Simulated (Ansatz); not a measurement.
Start from LiF in the rock salt structure (space group Fm-3m, No. 225; a = 4.008 Å).

Now apply this change: a fraction x = 0.667 of the Li sites is given to Na, ordered in a cell of 6 atoms (starting symmetry P-3m1) and fully relaxed.

Calculations: DFT with PBEsol, PAW potentials and a 420 eV plane-wave cutoff in Ansatz (an electronic-structure program), without spin-orbit coupling.

The zone is the changed cell's own and can be folded.

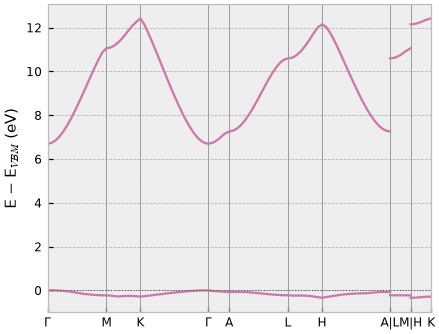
*Highest valence and lowest conduction band along the path of the changed cell's own zone*

**Question.** Read the changed gap and its character from the plot.

**Answer.** About 6.7 eV, direct at Γ.

These are small ordered cells, not random alloys; other orderings at the same x differ. Stability against distortions was not tested. Labels are those of the standard path for the cell's own space group.
